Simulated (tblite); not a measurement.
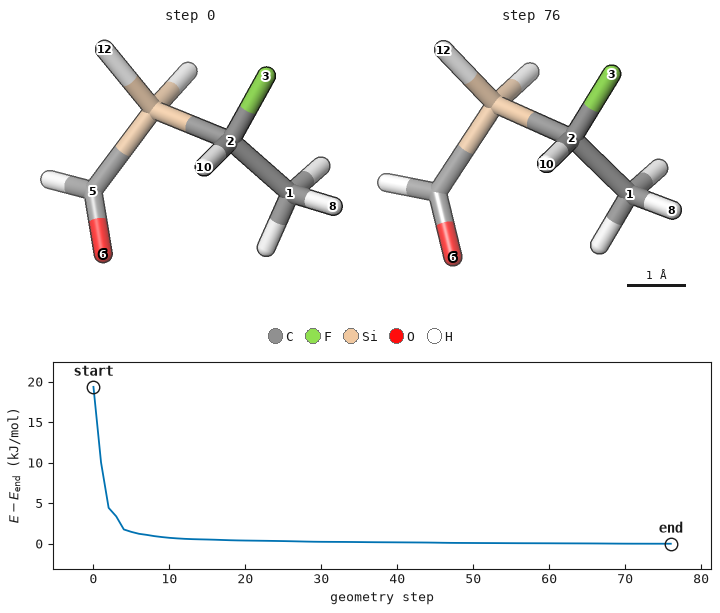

First and last geometry of a relaxation of C₃H₇FOSi, with the history of the run. The picture is a stick view, seen from a free direction.

These are results of GFN2-xTB geometry optimisation, gas phase (tblite 0.8.0), not measurements. 

What do the curves and the structures tell?

Answer. It converged. The largest move after the best rigid fit is that of the O atom, 0.25 Å. Largest moves by element: O 0.25 Å, H 0.15 Å, Si 0.10 Å, F 0.10 Å, C 0.07 Å. Among the contacts that change: C–Si 1.858 → 1.925 Å, H–Si 1.500 → 1.464 Å, C–F 1.371 → 1.397 Å, C–O 1.229 → 1.204 Å. Among the angles between lasting bonds that change: H–Si–H 105.0° → 112.0°, Si–C–O 118.6° → 124.2°, O–C–H 124.0° → 119.0°. After 76 geometry steps the energy has fallen by 19.4 kJ/mol. Cost: 0.35 s on 1 thread of Arm Neoverse V1 (shared host).
